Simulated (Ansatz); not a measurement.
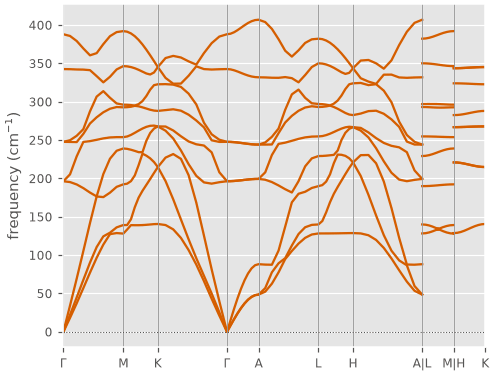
Phonon dispersion of TiS2 (CdI2 type, space group No. 164), DFT-LDA in the program Ansatz with PAW potentials; imaginary frequencies are drawn negative

Is this phase dynamically stable?

Yes, on this path no branch is imaginary.

How high does the spectrum reach?

About 410 cm⁻¹ (12.2 THz).

Space group P-3m1 (CdI2 type). Symmetry was held in the LDA relaxation. The run is not spin-polarised. A crystal of weakly bound layers computed without a dispersion correction: the cell and the soft elastic constants depend strongly on that. As this level gives no gap, phonon frequencies hold no LO–TO term and depend on the k-mesh and smearing (Fermi–Dirac, 0.1 eV here).

Potentials: the later of the program's two PAW sets.
